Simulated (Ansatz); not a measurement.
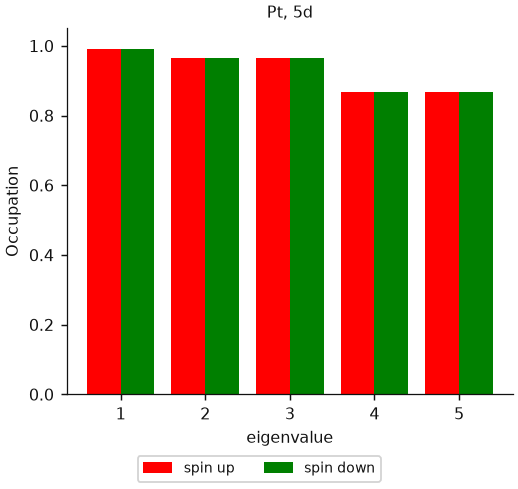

Eigenvalues of the local occupation matrix of the d shell (Löwdin-orthogonalised atomic projectors).

System: PtSe, space group P-6m2 (No. 187), 4 atoms in the cell, WC type.

Level of theory: DFT PBEsol+U, scalar-relativistic, plane waves, PAW, Ueff = 7 eV on Pt atom 1 d; Ueff = 7 eV on Pt atom 3 d, spin-polarised, 6×6×3 k mesh, 420 eV cutoff, Gaussian smearing of 0.05 eV; code Ansatz 0.2.0.

Question: How many states of the shell are filled, counting eigenvalues over 0.6?

Answer: Counting eigenvalues over 0.6 as filled, Pt has 10 filled d states (d¹⁰), 5 up and 5 down; the eigenvalues sum to 9.3.

Start of the run: ferromagnetic start, free, natural orbitals of the symmetric run filled by rank. Such runs often end in metastable states, so this need not be the lowest one. Some starting moments didn't survive the run. The shell occupations typed at the start changed during the run. The cell is at −15 GPa in this functional. Spin-orbit coupling is left out, which matters for Pt.
